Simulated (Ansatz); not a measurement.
# Ge (diamond structure), cut as (100) film, 10 layers, 2x1 monohydride

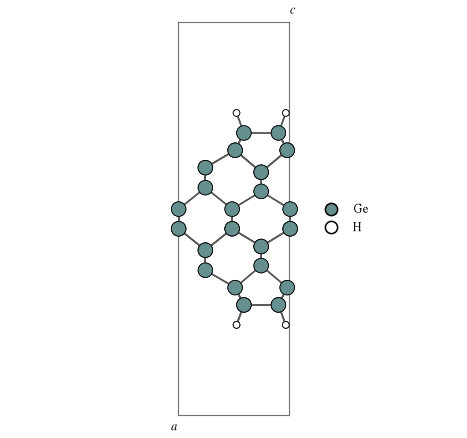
Figure. Final geometry, one periodic cell

The numbers are results of PBE (plane waves to 420 eV, PAW; Ansatz, a first-principles code), not measurements.

- change of bonding against the cut = none
- number of neighbours within 2.978 Å (ending not counted) = 3 for 8 atoms, 4 for 32 atoms
- mean Ge-Ge distance (least to greatest) = 2.493 Å (2.469 to 2.519)
